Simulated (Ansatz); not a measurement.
# As₂H₂ (triplet): wB97M-V, B2PLYP, RPA-PBE over vertical spin and charge gaps and displaced geometries, cc-pVDZ

How well do these functionals follow the top wave-function level for As₂H₂ (triplet) over vertical spin and charge gaps and displaced geometries?

Computed with Ansatz 0.2.0, Gaussian basis. Level: cc-pVDZ, all electrons in the functionals, frozen cores in the correlation of double hybrids and RPA.

Plan: wB97M-V, B2PLYP, RPA-PBE, at charge 0, triplet; charge 0, singlet; charge 0, quintet; charge 1, doublet; charge 1, quartet; displaced geometry v1; displaced geometry v2.

20 further runs of the same task are left out: 6 that didn't finish, 14 set aside as unsound or not needed. Runs told in other sessions of the task aren't counted.

## Step 1: The system

The geometry is a PBE0/def2-TZVP stationary point (not a proven minimum). No spin-orbit coupling is included. The filled d shell of As may be among the frozen orbitals whatever the setting's name suggests.

4 atoms, charge 0, spin multiplicity 3.

Atoms are counted from 1 here; the program's logs count them from 0.

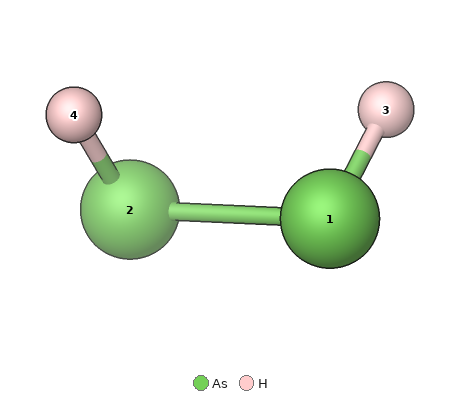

The structure; arsenic green, hydrogen pink; atoms are numbered from 1 in the order of the file.

Coordinates:

```tsv
atom	x (Å)	y (Å)	z (Å)
As1	0.0143	-0.0345	1.2049
As2	0.0143	0.0345	-1.2049
H3	-1.0614	1.0494	1.3056
H4	-1.0614	-1.0494	-1.3056
```

No dispersion term is added; wB97M-V holds VV10 nonlocal correlation.

The geometry shown and the zero of energy belong to the point charge 0, triplet. The yardstick, UCCSDT(Q), and other wave-function levels (R restricted, U unrestricted, valence and pair active spaces) come from earlier runs.

## Step 2: wB97M-V, charge 0, triplet

Input file in.yaml:

```yaml
crystal:
  periodic: [false, false, false]
  atoms:
    - {symbol: As, position_ang: [0.014278, -0.034459, 1.204926]}
    - {symbol: As, position_ang: [0.014281, 0.034458, -1.204926]}
    - {symbol: H, position_ang: [-1.061382, 1.049446, 1.305639]}
    - {symbol: H, position_ang: [-1.061448, -1.049378, -1.305639]}
basis:
  gaussian: {orbitals: cc-pVDZ}
magnetization: {spin_polarized: true, initial_magnetization: 2}
hamiltonian: {xc: {name: wB97M-V}}
output: {forces: true, orbitals: {seedname: orbitals}}
```

On the command line:

```
$ ansatz run in.yaml --threads 1 --pin off --events-out ev --progress --plain --max-ram 2393MiB
```

What it wrote (excerpt; [...] marks lines left out):

```text
Functional definition: wB97M-V
  name "wB97M-V"
  cite "Mardirossian & Head-Gordon, J. Chem. Phys. 144, 214110 (2016) doi:10.1063/1.4952647"
  cite "Becke, J. Chem. Phys. 107, 8554 (1997) doi:10.1063/1.475007"
  cite "Vydrov & Van Voorhis, J. Chem. Phys. 133, 244103 (2010) doi:10.1063/1.3521275"
  # Of w^i u^j: cxij and so on, Table III.
[...]
  gx(w, u) = 1 - cx + cx01*u + cx10*w
  gss(w, u) = css00 + css04*u^4 + css10*w + css20*w^2 + css43*w^4*u^3
  gos(w, u) = cos00 + cos10*w + (cos20 + cos21*u)*w^2 + (cos60 + cos61*u)*w^6
[...]
      + integral(e_c_pw_mod_opposite_spin*gos(b97_w_opposite, b97_u_opposite)) + vv10(b, c)
746 factors; integrals over basis functions are off by at most 1.1e-3 eV
195 factors; integrals over basis functions are off by at most 3.8e-6 eV
[...]
mean field -121705.43953034 eV, -4472.5924078301 hartree, gradient 2.8e-5 eV, S^2 2.004510; 0 other end points of the search recorded, 0 dependent functions left out
[...]
reference -121705.43956107 eV, -4472.5924089596 hartree; 35, 33 occupied and 29, 31 virtual orbitals, 746 factors
Total energy: -121705.43956107 eV, -4472.5924089596 hartree
Atom 0 at     0.014278    -0.034459     1.204926 Å, force     0.003918    -0.005294     0.030429 eV/Å
Atom 1 at     0.014281     0.034458    -1.204926 Å, force     0.003919     0.005295    -0.030429 eV/Å
Atom 2 at    -1.061382     1.049446     1.305639 Å, force    -0.003919     0.001737    -0.002917 eV/Å
Atom 3 at    -1.061448    -1.049378    -1.305639 Å, force    -0.003919    -0.001737     0.002917 eV/Å
Dipole moment:    -0.099866     0.000003    -0.000000 e Å
```

It took 12 s on 1 thread of Intel Xeon Platinum 8488C, shared host; peak memory 0.33 GiB.

From the report: ⟨S²⟩ of the determinant 2.005 (pure triplet: 2.00).

## Step 3: wB97M-V, charge 0, singlet

in.yaml: that of step 2 with these lines changed.

```diff
@@ -9,4 +9,4 @@
   gaussian: {orbitals: cc-pVDZ}
-magnetization: {spin_polarized: true, initial_magnetization: 2}
+magnetization: {spin_polarized: true, initial_magnetization: 0}
 hamiltonian: {xc: {name: wB97M-V}}
-output: {forces: true, orbitals: {seedname: orbitals}}
+output: {orbitals: {seedname: orbitals}}
```

The command is unchanged.

What it wrote (excerpt; [...] marks lines left out):

```text
Functional definition: wB97M-V
  name "wB97M-V"
  cite "Mardirossian & Head-Gordon, J. Chem. Phys. 144, 214110 (2016) doi:10.1063/1.4952647"
  cite "Becke, J. Chem. Phys. 107, 8554 (1997) doi:10.1063/1.475007"
  cite "Vydrov & Van Voorhis, J. Chem. Phys. 133, 244103 (2010) doi:10.1063/1.3521275"
  # Of w^i u^j: cxij and so on, Table III.
[...]
  gx(w, u) = 1 - cx + cx01*u + cx10*w
  gss(w, u) = css00 + css04*u^4 + css10*w + css20*w^2 + css43*w^4*u^3
  gos(w, u) = cos00 + cos10*w + (cos20 + cos21*u)*w^2 + (cos60 + cos61*u)*w^6
[...]
      + integral(e_c_pw_mod_opposite_spin*gos(b97_w_opposite, b97_u_opposite)) + vv10(b, c)
746 factors; integrals over basis functions are off by at most 1.1e-3 eV
195 factors; integrals over basis functions are off by at most 3.8e-6 eV
[...]
mean field -121705.42600323 eV, -4472.5919107179 hartree, gradient 7.8e-5 eV, S^2 1.009151; 4 other end points of the search recorded, 0 dependent functions left out
reference -121705.42603395 eV, -4472.5919118471 hartree; 34, 34 occupied and 30, 30 virtual orbitals, 746 factors
Total energy: -121705.42603395 eV, -4472.5919118471 hartree
```

Run time: 24 s. Hardware: 1 thread of Intel Xeon Platinum 8488C, shared host; peak memory 0.36 GiB.

From the report: ⟨S²⟩ of the determinant 1.009 (pure singlet: 0.00). The determinant of wB97M-V (⟨S²⟩ 1.01) is far from a pure spin state, so its energy mixes those of several spin states; that is harmless only where they are near-degenerate.

From charge 0, triplet: +1.3 kJ/mol.

## Step 4: wB97M-V, charge 0, quintet

in.yaml: that of step 3 with these lines changed.

```diff
@@ -9,4 +9,4 @@
   gaussian: {orbitals: cc-pVDZ}
-magnetization: {spin_polarized: true, initial_magnetization: 0}
+magnetization: {spin_polarized: true, initial_magnetization: 4}
 hamiltonian: {xc: {name: wB97M-V}}
-output: {orbitals: {seedname: orbitals}}
+output: {forces: true, orbitals: {seedname: orbitals}}
```

The command is unchanged.

What it wrote (excerpt; [...] marks lines left out):

```text
Functional definition: wB97M-V
  name "wB97M-V"
  cite "Mardirossian & Head-Gordon, J. Chem. Phys. 144, 214110 (2016) doi:10.1063/1.4952647"
  cite "Becke, J. Chem. Phys. 107, 8554 (1997) doi:10.1063/1.475007"
  cite "Vydrov & Van Voorhis, J. Chem. Phys. 133, 244103 (2010) doi:10.1063/1.3521275"
  # Of w^i u^j: cxij and so on, Table III.
[...]
  gx(w, u) = 1 - cx + cx01*u + cx10*w
  gss(w, u) = css00 + css04*u^4 + css10*w + css20*w^2 + css43*w^4*u^3
  gos(w, u) = cos00 + cos10*w + (cos20 + cos21*u)*w^2 + (cos60 + cos61*u)*w^6
[...]
      + integral(e_c_pw_mod_opposite_spin*gos(b97_w_opposite, b97_u_opposite)) + vv10(b, c)
746 factors; integrals over basis functions are off by at most 1.1e-3 eV
195 factors; integrals over basis functions are off by at most 3.8e-6 eV
[...]
mean field -121700.91049823 eV, -4472.4259689701 hartree, gradient 7.7e-5 eV, S^2 6.005867; 0 other end points of the search recorded, 0 dependent functions left out
[...]
reference -121700.91052816 eV, -4472.4259700698 hartree; 36, 32 occupied and 28, 32 virtual orbitals, 746 factors
Total energy: -121700.91052816 eV, -4472.4259700698 hartree
Atom 0 at     0.014278    -0.034459     1.204926 Å, force    -0.104474    -0.140822     5.901084 eV/Å
Atom 1 at     0.014281     0.034458    -1.204926 Å, force    -0.104461     0.140829    -5.901085 eV/Å
Atom 2 at    -1.061382     1.049446     1.305639 Å, force     0.104467    -0.023799     0.002452 eV/Å
Atom 3 at    -1.061448    -1.049378    -1.305639 Å, force     0.104468     0.023792    -0.002452 eV/Å
Dipole moment:    -0.038549     0.000001    -0.000000 e Å
```

Run time: 12 s. Hardware: 1 thread of Intel Xeon Platinum 8488C, shared host; peak memory 0.33 GiB.

From the report: ⟨S²⟩ of the determinant 6.006 (pure quintet: 6.00).

From charge 0, triplet: +437.0 kJ/mol.

## Step 5: wB97M-V, charge 1, doublet

in.yaml: that of step 4 with these lines changed.

```diff
@@ -9,3 +9,4 @@
   gaussian: {orbitals: cc-pVDZ}
-magnetization: {spin_polarized: true, initial_magnetization: 4}
+total_charge: 1
+magnetization: {spin_polarized: true, initial_magnetization: 1}
 hamiltonian: {xc: {name: wB97M-V}}
```

Same command.

What it wrote (excerpt; [...] marks lines left out):

```text
Functional definition: wB97M-V
  name "wB97M-V"
  cite "Mardirossian & Head-Gordon, J. Chem. Phys. 144, 214110 (2016) doi:10.1063/1.4952647"
  cite "Becke, J. Chem. Phys. 107, 8554 (1997) doi:10.1063/1.475007"
  cite "Vydrov & Van Voorhis, J. Chem. Phys. 133, 244103 (2010) doi:10.1063/1.3521275"
  # Of w^i u^j: cxij and so on, Table III.
[...]
  gx(w, u) = 1 - cx + cx01*u + cx10*w
  gss(w, u) = css00 + css04*u^4 + css10*w + css20*w^2 + css43*w^4*u^3
  gos(w, u) = cos00 + cos10*w + (cos20 + cos21*u)*w^2 + (cos60 + cos61*u)*w^6
[...]
      + integral(e_c_pw_mod_opposite_spin*gos(b97_w_opposite, b97_u_opposite)) + vv10(b, c)
746 factors; integrals over basis functions are off by at most 1.1e-3 eV
195 factors; integrals over basis functions are off by at most 3.8e-6 eV
[...]
mean field -121696.72723240 eV, -4472.2722367861 hartree, gradient 9.4e-7 eV, S^2 0.816000; 6 other end points of the search recorded, 0 dependent functions left out
[...]
reference -121696.72726405 eV, -4472.2722379494 hartree; 34, 33 occupied and 30, 31 virtual orbitals, 746 factors
WARN: the results are in doubt because the forces break the atoms' symmetry
Total energy: -121696.72726405 eV, -4472.2722379494 hartree
Atom 0 at     0.014278    -0.034459     1.204926 Å, force     0.086066    -0.200965    -0.155082 eV/Å
Atom 1 at     0.014281     0.034458    -1.204926 Å, force    -0.190329     0.157140     0.421181 eV/Å
Atom 2 at    -1.061382     1.049446     1.305639 Å, force     0.034210     0.129842    -0.213812 eV/Å
Atom 3 at    -1.061448    -1.049378    -1.305639 Å, force     0.070054    -0.086016    -0.052287 eV/Å
Dipole moment:    -0.203375     0.012147    -0.314653 e Å
In doubt: the forces break the atoms' symmetry
```

Run time: 46 s. Hardware: 1 thread of Intel Xeon Platinum 8488C, shared host; peak memory 0.35 GiB.

From the report: ⟨S²⟩ of the determinant 0.816 (pure doublet: 0.75). Mind the lines of doubt at the end of the log.

From charge 0, triplet: +840.6 kJ/mol.

## Step 6: wB97M-V, charge 1, quartet

in.yaml: that of step 5 with these lines changed.

```diff
@@ -10,4 +10,4 @@
 total_charge: 1
-magnetization: {spin_polarized: true, initial_magnetization: 1}
+magnetization: {spin_polarized: true, initial_magnetization: 3}
 hamiltonian: {xc: {name: wB97M-V}}
-output: {forces: true, orbitals: {seedname: orbitals}}
+output: {orbitals: {seedname: orbitals}}
```

Launched as before.

What it wrote (excerpt; [...] marks lines left out):

```text
Functional definition: wB97M-V
  name "wB97M-V"
  cite "Mardirossian & Head-Gordon, J. Chem. Phys. 144, 214110 (2016) doi:10.1063/1.4952647"
  cite "Becke, J. Chem. Phys. 107, 8554 (1997) doi:10.1063/1.475007"
  cite "Vydrov & Van Voorhis, J. Chem. Phys. 133, 244103 (2010) doi:10.1063/1.3521275"
  # Of w^i u^j: cxij and so on, Table III.
[...]
  gx(w, u) = 1 - cx + cx01*u + cx10*w
  gss(w, u) = css00 + css04*u^4 + css10*w + css20*w^2 + css43*w^4*u^3
  gos(w, u) = cos00 + cos10*w + (cos20 + cos21*u)*w^2 + (cos60 + cos61*u)*w^6
[...]
      + integral(e_c_pw_mod_opposite_spin*gos(b97_w_opposite, b97_u_opposite)) + vv10(b, c)
746 factors; integrals over basis functions are off by at most 1.1e-3 eV
195 factors; integrals over basis functions are off by at most 3.8e-6 eV
[...]
mean field -121696.04456146 eV, -4472.2471490919 hartree, gradient 6.2e-5 eV, S^2 3.764345; 1 other end points of the search recorded, 0 dependent functions left out
reference -121696.04459261 eV, -4472.2471502368 hartree; 35, 32 occupied and 29, 32 virtual orbitals, 746 factors
Total energy: -121696.04459261 eV, -4472.2471502368 hartree
```

Wall time 9.5 s (1 thread of Intel Xeon Platinum 8488C, shared host); peak memory 0.32 GiB.

From the report: ⟨S²⟩ of the determinant 3.764 (pure quartet: 3.75).

From charge 0, triplet: +906.5 kJ/mol.

## Step 7: wB97M-V, displaced geometry v1

Input file in.yaml:

```yaml
crystal:
  periodic: [false, false, false]
  atoms:
    - {symbol: As, position_ang: [0.014746, -0.026651, 1.210944]}
    - {symbol: As, position_ang: [0.013915, 0.026124, -1.210061]}
    - {symbol: H, position_ang: [-1.013784, 1.100421, 1.257891]}
    - {symbol: H, position_ang: [-1.116626, -1.061218, -1.323584]}
basis:
  gaussian: {orbitals: cc-pVDZ}
magnetization: {spin_polarized: true, initial_magnetization: 2}
hamiltonian: {xc: {name: wB97M-V}}
output: {orbitals: {seedname: orbitals}}
```

Same command.

What it wrote (excerpt; [...] marks lines left out):

```text
Functional definition: wB97M-V
  name "wB97M-V"
  cite "Mardirossian & Head-Gordon, J. Chem. Phys. 144, 214110 (2016) doi:10.1063/1.4952647"
  cite "Becke, J. Chem. Phys. 107, 8554 (1997) doi:10.1063/1.475007"
  cite "Vydrov & Van Voorhis, J. Chem. Phys. 133, 244103 (2010) doi:10.1063/1.3521275"
  # Of w^i u^j: cxij and so on, Table III.
[...]
  gx(w, u) = 1 - cx + cx01*u + cx10*w
  gss(w, u) = css00 + css04*u^4 + css10*w + css20*w^2 + css43*w^4*u^3
  gos(w, u) = cos00 + cos10*w + (cos20 + cos21*u)*w^2 + (cos60 + cos61*u)*w^6
[...]
      + integral(e_c_pw_mod_opposite_spin*gos(b97_w_opposite, b97_u_opposite)) + vv10(b, c)
746 factors; integrals over basis functions are off by at most 1.1e-3 eV
196 factors; integrals over basis functions are off by at most 4.4e-6 eV
[...]
mean field -121705.42282590 eV, -4472.5917939535 hartree, gradient 5.5e-5 eV, S^2 2.004491; 0 other end points of the search recorded, 0 dependent functions left out
reference -121705.42285677 eV, -4472.5917950879 hartree; 35, 33 occupied and 29, 31 virtual orbitals, 746 factors
Total energy: -121705.42285677 eV, -4472.5917950879 hartree
```

It took 10 s on 1 thread of Intel Xeon Platinum 8488C, shared host; peak memory 0.33 GiB.

From the report: ⟨S²⟩ of the determinant 2.004 (pure triplet: 2.00).

From charge 0, triplet: +1.6 kJ/mol.

## Step 8: wB97M-V, displaced geometry v2

Input file in.yaml:

```yaml
crystal:
  periodic: [false, false, false]
  atoms:
    - {symbol: As, position_ang: [0.096241, -0.037904, 1.199040]}
    - {symbol: As, position_ang: [-0.068630, 0.039387, -1.199218]}
    - {symbol: H, position_ang: [-1.067673, 1.021950, 1.303166]}
    - {symbol: H, position_ang: [-0.984631, -1.132144, -1.289898]}
basis:
  gaussian: {orbitals: cc-pVDZ}
magnetization: {spin_polarized: true, initial_magnetization: 2}
hamiltonian: {xc: {name: wB97M-V}}
output: {forces: true, orbitals: {seedname: orbitals}}
```

The command is unchanged.

What it wrote (excerpt; [...] marks lines left out):

```text
Functional definition: wB97M-V
  name "wB97M-V"
  cite "Mardirossian & Head-Gordon, J. Chem. Phys. 144, 214110 (2016) doi:10.1063/1.4952647"
  cite "Becke, J. Chem. Phys. 107, 8554 (1997) doi:10.1063/1.475007"
  cite "Vydrov & Van Voorhis, J. Chem. Phys. 133, 244103 (2010) doi:10.1063/1.3521275"
  # Of w^i u^j: cxij and so on, Table III.
[...]
  gx(w, u) = 1 - cx + cx01*u + cx10*w
  gss(w, u) = css00 + css04*u^4 + css10*w + css20*w^2 + css43*w^4*u^3
  gos(w, u) = cos00 + cos10*w + (cos20 + cos21*u)*w^2 + (cos60 + cos61*u)*w^6
[...]
      + integral(e_c_pw_mod_opposite_spin*gos(b97_w_opposite, b97_u_opposite)) + vv10(b, c)
746 factors; integrals over basis functions are off by at most 1.0e-3 eV
196 factors; integrals over basis functions are off by at most 3.8e-6 eV
[...]
mean field -121705.39889797 eV, -4472.5909146180 hartree, gradient 6.1e-5 eV, S^2 2.004508; 0 other end points of the search recorded, 0 dependent functions left out
[...]
reference -121705.39892873 eV, -4472.5909157486 hartree; 35, 33 occupied and 29, 31 virtual orbitals, 746 factors
Total energy: -121705.39892873 eV, -4472.5909157486 hartree
Atom 0 at     0.096241    -0.037904     1.199040 Å, force    -0.595474     0.529333     0.055309 eV/Å
Atom 1 at    -0.068630     0.039387    -1.199218 Å, force     0.566697     0.590051    -0.120084 eV/Å
Atom 2 at    -1.067673     1.021950     1.303166 Å, force     0.530768    -0.517882     0.050249 eV/Å
Atom 3 at    -0.984631    -1.132144    -1.289898 Å, force    -0.501991    -0.601501     0.014526 eV/Å
Dipole moment:    -0.092969    -0.035520     0.010156 e Å
```

It took 12 s on 1 thread of Intel Xeon Platinum 8488C, shared host; peak memory 0.33 GiB.

From the report: ⟨S²⟩ of the determinant 2.005 (pure triplet: 2.00).

From charge 0, triplet: +3.9 kJ/mol.

## Step 9: B2PLYP, charge 0, triplet

Input file in.yaml:

```yaml
crystal:
  periodic: [false, false, false]
  atoms:
    - {symbol: As, position_ang: [0.014278, -0.034459, 1.204926]}
    - {symbol: As, position_ang: [0.014281, 0.034458, -1.204926]}
    - {symbol: H, position_ang: [-1.061382, 1.049446, 1.305639]}
    - {symbol: H, position_ang: [-1.061448, -1.049378, -1.305639]}
basis:
  gaussian: {orbitals: cc-pVDZ}
magnetization: {spin_polarized: true, initial_magnetization: 2}
hamiltonian: {xc: {name: B2PLYP}}
correlation: {electrons: outside_noble_gas}
```

The command is unchanged.

What it wrote (excerpt; [...] marks lines left out):

```text
Functional definition: B2PLYP
  name "B2PLYP"
  cite "Grimme, J. Chem. Phys. 124, 034108 (2006) doi:10.1063/1.2148954"
  cite "Becke, Phys. Rev. A 38, 3098 (1988) doi:10.1103/PhysRevA.38.3098"
  cite "Lee, Yang & Parr, Phys. Rev. B 37, 785 (1988) doi:10.1103/PhysRevB.37.785"
[...]
746 factors; integrals over basis functions are off by at most 1.1e-3 eV
[...]
mean field -121687.72046158 eV, -4471.9412440638 hartree, gradient 8.4e-6 eV, S^2 2.008898; 0 other end points of the search recorded, 0 dependent functions left out
28 core orbitals not correlated: weight in the atoms' cores, before any rotation towards them, 1.000 or more for the frozen orbitals, at most 0.000 for the correlated occupied ones
reference -121687.72058038 eV, -4471.9412484295 hartree; 7, 5 occupied and 29, 31 virtual orbitals, 746 factors
second order -6.18571709 eV of doubles, -0.00000000 eV of singles
Total energy: -121689.39072399 eV, -4472.0026250752 hartree
```

Run time: 3 s. Hardware: 1 thread of Intel Xeon Platinum 8488C, shared host.

From the report: ⟨S²⟩ of the determinant 2.009 (pure triplet: 2.00).

## Step 10: B2PLYP, charge 0, singlet

in.yaml: that of step 9 with these lines changed.

```diff
@@ -9,3 +9,3 @@
   gaussian: {orbitals: cc-pVDZ}
-magnetization: {spin_polarized: true, initial_magnetization: 2}
+magnetization: {spin_polarized: true, initial_magnetization: 0}
 hamiltonian: {xc: {name: B2PLYP}}
```

Launched as before.

What it wrote (excerpt; [...] marks lines left out):

```text
Functional definition: B2PLYP
  name "B2PLYP"
  cite "Grimme, J. Chem. Phys. 124, 034108 (2006) doi:10.1063/1.2148954"
  cite "Becke, Phys. Rev. A 38, 3098 (1988) doi:10.1103/PhysRevA.38.3098"
  cite "Lee, Yang & Parr, Phys. Rev. B 37, 785 (1988) doi:10.1103/PhysRevB.37.785"
[...]
746 factors; integrals over basis functions are off by at most 1.1e-3 eV
[...]
mean field -121687.71745443 eV, -4471.9411335530 hartree, gradient 2.5e-6 eV, S^2 1.016046; 4 other end points of the search recorded, 0 dependent functions left out
28 core orbitals not correlated: weight in the atoms' cores, before any rotation towards them, 1.000 or more for the frozen orbitals, at most 0.000 for the correlated occupied ones
reference -121687.71757328 eV, -4471.9411379206 hartree; 6, 6 occupied and 30, 30 virtual orbitals, 746 factors
second order -6.15623533 eV of doubles, -0.00000000 eV of singles
Total energy: -121689.37975682 eV, -4472.0022220390 hartree
```

Wall time 7.5 s (1 thread of Intel Xeon Platinum 8488C, shared host).

From the report: ⟨S²⟩ of the determinant 1.016 (pure singlet: 0.00). The determinant of B2PLYP (⟨S²⟩ 1.02) is far from a pure spin state, so its energy mixes those of several spin states; that is harmless only where they are near-degenerate.

From charge 0, triplet: +1.1 kJ/mol.

## Step 11: B2PLYP, charge 0, quintet

in.yaml: that of step 10 with these lines changed.

```diff
@@ -9,3 +9,3 @@
   gaussian: {orbitals: cc-pVDZ}
-magnetization: {spin_polarized: true, initial_magnetization: 0}
+magnetization: {spin_polarized: true, initial_magnetization: 4}
 hamiltonian: {xc: {name: B2PLYP}}
```

Launched as before.

What it wrote (excerpt; [...] marks lines left out):

```text
Functional definition: B2PLYP
  name "B2PLYP"
  cite "Grimme, J. Chem. Phys. 124, 034108 (2006) doi:10.1063/1.2148954"
  cite "Becke, Phys. Rev. A 38, 3098 (1988) doi:10.1103/PhysRevA.38.3098"
  cite "Lee, Yang & Parr, Phys. Rev. B 37, 785 (1988) doi:10.1103/PhysRevB.37.785"
[...]
746 factors; integrals over basis functions are off by at most 1.1e-3 eV
[...]
mean field -121683.31465578 eV, -4471.7793336867 hartree, gradient 4.9e-6 eV, S^2 6.009684; 0 other end points of the search recorded, 0 dependent functions left out
28 core orbitals not correlated: weight in the atoms' cores, before any rotation towards them, 1.000 or more for the frozen orbitals, at most 0.000 for the correlated occupied ones
reference -121683.31478138 eV, -4471.7793383024 hartree; 8, 4 occupied and 28, 32 virtual orbitals, 746 factors
second order -5.71640243 eV of doubles, -0.00000000 eV of singles
Total energy: -121684.85821003 eV, -4471.8360582593 hartree
```

Wall time 2.8 s (1 thread of Intel Xeon Platinum 8488C, shared host).

From the report: ⟨S²⟩ of the determinant 6.010 (pure quintet: 6.00).

From charge 0, triplet: +437.3 kJ/mol.

(Part 1 of 2 ends here.)
